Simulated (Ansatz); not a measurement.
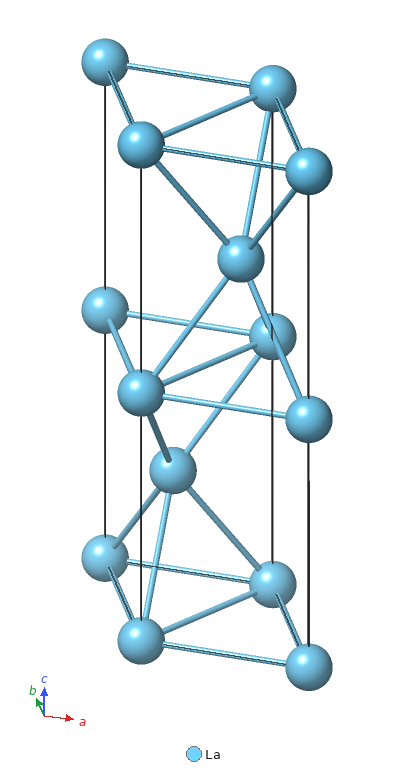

We look at a ball-and-stick model of the crystal from a general direction. Lines trace the edges of the conventional unit cell. Cell: a = 3.658 Å, b = 3.658 Å, c = 11.706 Å, α = 90.00°, β = 90.00°, γ = 120.00°.

The element is lanthanum. Space group: P6_3/mmc (No. 194). Lattice: primitive hexagonal. In terms of structure types, this is double hexagonal close-packed (α-La type). The cell holds four atoms. Each La has twelve La at about 3.6 Å. The bonds build a three-dimensional framework.

Source of the structure: a structure type known for this element. A relaxation with Ansatz, DFT PBEsol, scalar-relativistic, plane waves, PAW gave the geometry drawn.
